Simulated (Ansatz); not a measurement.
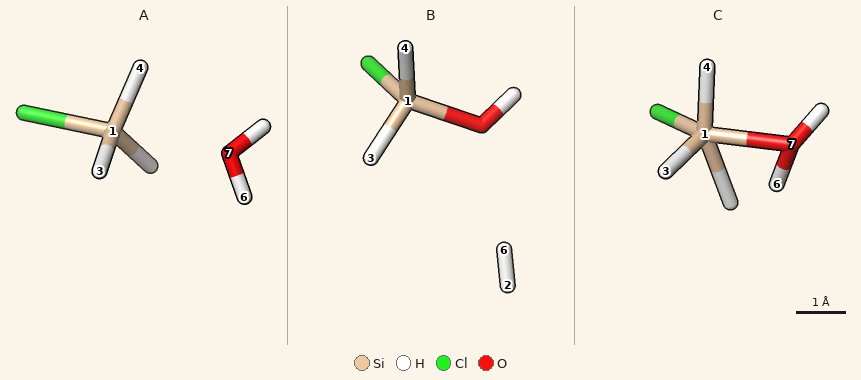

Three geometries of SiH$_{5}$OCl: a saddle point and the two minima that it joins, in shuffled order. Style: stick. Shown from a free direction. Sticks join atoms that are closer than about 1.2 times the sum of their covalent radii (a little more with hydrogen).

Stationary points at PBE0-D4/def2-TZVP, single-point energies with CCSD(T)/CBS, BLYP-D4, wB97M-V (def2-TZVPP where no basis is named; Ansatz 0.2.0). The energies are electronic, without zero-point or thermal terms, and both ends are the minima reached downhill from the saddle, with any fragments still in contact. CCSD(T)/CBS stands for a frozen-core estimate: MP2 correlation extrapolated from def2-TZVPP and def2-QZVPP, CCSD(T) minus MP2 from the smaller set.

**Which frame is the transition state, what reaction does it lead through, and what barrier is to be expected?**

Frame C is the saddle point. Counted by bonded pieces, A holds H₂O + SiH₃Cl and B holds H₂ + SiH₃ClO. From A over the saddle to B, bonds form: O–Si (2.73 → 1.86 → 1.63 Å), H–H (2.98 → 1.10 → 0.75 Å). Bonds break: H–Si (1.48 → 1.71 → 4.41 Å), H–O (0.96 → 1.15 → 2.64 Å). The saddle has one imaginary mode, 1324i cm⁻¹. With CCSD(T)/CBS the barrier is 173.4 kJ/mol from A and 242.4 kJ/mol from B, and B lies 69.0 kJ/mol below A.

```tsv
level	barrier from A (kJ/mol)	barrier from B (kJ/mol)	B less A (kJ/mol)
CCSD(T)/CBS	173.4	242.4	−69.0
BLYP-D4	156.3	228.3	−72.0
wB97M-V	165.5	232.7	−67.2
```

Against CCSD(T)/CBS, wB97M-V comes closest on the barrier from A (−7.8 kJ/mol) and BLYP-D4 misses most (−17.1 kJ/mol).

Limits of the set-up: the start holds two separate molecules, 2.7 Å apart at their closest, whose relative position is a soft coordinate.
